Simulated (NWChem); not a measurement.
# MP4/DGauss-TZVP run of AlH (SMILES [AlH])

What is the energy change on altering one bond length of AlH at MP4/DGauss-TZVP? 

The calculation is run with NWChem 7.3.0.

3 further runs of the same task are left out: 1 for a known fault of the program, 1 that didn't finish, 1 set aside as unsound or not needed.

**1. Starting point**

The species is AlH (2 atoms), meant as a singlet with charge 0. As SMILES, `[AlH]`. Geometry: a GFN2-xTB relaxation, a rough one for these elements and not checked as a minimum.

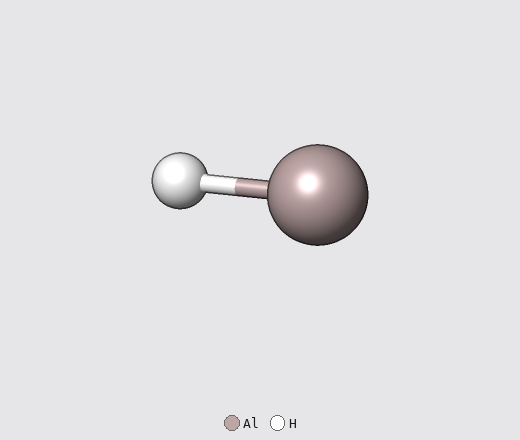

Viewed from a chosen angle; aluminium light grey, hydrogen white.

**2. The energy at MP4/DGauss-TZVP**

alh.nw reads:

```
echo
start alh
title "AlH"
memory 2200 mb

geometry units angstroms noautosym nocenter noautoz
Al    0.000000    0.000000    0.000000
H     0.000000    0.000000    1.613470
end

basis spherical bse
Al library DGauss-TZVP
H library DGauss-TZVP
end

scf
maxiter 60
end

tce
scf
mbpt4
maxiter 100
end

task tce energy
```

Launch:

```sh
nwchem alh.nw > alh.out
```

What it wrote:

```text
[...]
  functions       =    28
[...]
  wavefunction    = RHF
[...]
         Total SCF energy =   -242.432996058183
      One-electron energy =   -345.898247723765
      Two-electron energy =     99.201581292413
 Nuclear repulsion energy =      4.263670373168
        Time for solution =      0.4s
[...]
         Wavefunction type : Restricted Hartree-Fock
          No. of electrons :    14
[...]
         Spin multiplicity : singlet
[...]
```

It took 5.7 s on 1 thread of Intel Xeon 6975P-C (Granite Rapids), shared host; peak memory 0.45 GiB.

**3. The distorted shape**

alh.nw reads:

```
START alh
TITLE "AlH"
memory 2200 mb
charge 0

GEOMETRY noautosym nocenter
  zmatrix
    Al
    H 1 1.514718
  end
END

BASIS spherical bse
  * library DGauss-TZVP
END

SCF
  maxiter 60
END

TCE
  scf
  mbpt4
  maxiter 100
END

TASK tce energy
```

Launch:

```sh
nwchem alh.nw > alh.out
```

What it wrote:

```text
[...]
  functions       =    28
[...]
  wavefunction    = RHF
[...]
         Total SCF energy =   -242.429025612093
      One-electron energy =   -346.483415568153
      Two-electron energy =     99.512749705535
 Nuclear repulsion energy =      4.541640250526
        Time for solution =      0.3s
[...]
         Wavefunction type : Restricted Hartree-Fock
          No. of electrons :    14
[...]
         Spin multiplicity : singlet
[...]
```

It took 5.7 s on 1 thread of Intel Xeon 6975P-C (Granite Rapids), shared host; peak memory 0.45 GiB.

**4. What came out**

At MP4/DGauss-TZVP:

| quantity | value |
| --- | --- |
| first shape: total energy | -242.53313 Eh |
| first shape: HOMO energy (Hartree–Fock orbitals) | -7.78 eV |
| first shape: LUMO energy (Hartree–Fock orbitals) | 0.67 eV |
| first shape: HOMO–LUMO gap (Hartree–Fock orbitals) | 8.45 eV |
| first shape: correlation energy | -100.1 mEh |
| distorted shape: total energy | -242.52954 Eh |
| distorted shape: HOMO energy (Hartree–Fock orbitals) | -7.70 eV |
| distorted shape: LUMO energy (Hartree–Fock orbitals) | 0.70 eV |
| distorted shape: HOMO–LUMO gap (Hartree–Fock orbitals) | 8.40 eV |
| distorted shape: correlation energy | -100.5 mEh |
| energy change with the Al1–H2 bond shortened from 1.613 to 1.515 Å | 0.098 eV |

With the Al1–H2 bond shortened from 1.613 to 1.515 Å the energy rises by 0.10 eV (2.3 kcal/mol). The first shape isn't relaxed at this level, so the change isn't measured from a minimum.
